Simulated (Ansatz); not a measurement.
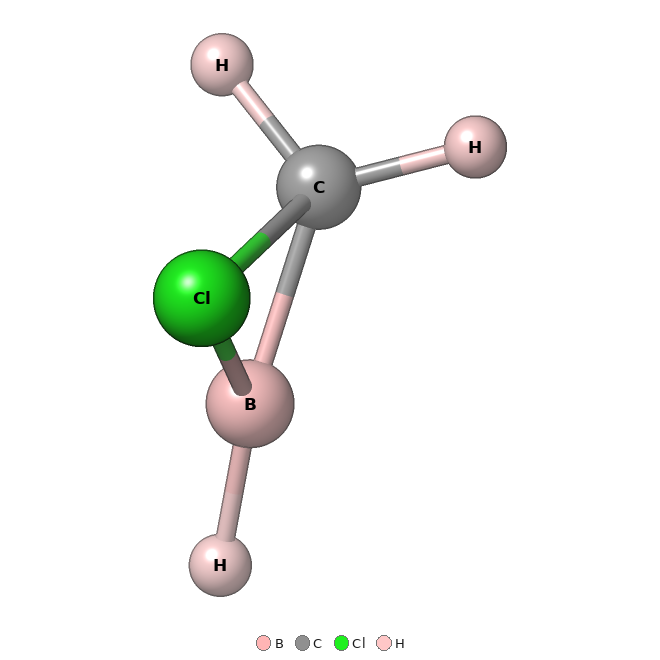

Atoms fade into the background with distance from the viewer. State: charge +1, singlet. The computed structure is the end point of a PBE0-D4/def2-TZVP optimisation. No frequency run is at hand to confirm it as a minimum.

Question: Which symmetry elements does this geometry have?

Answer: It has 1 mirror plane, so the point group is Cs. The group has 2 operations. The geometry is achiral, and symmetry allows a dipole moment.
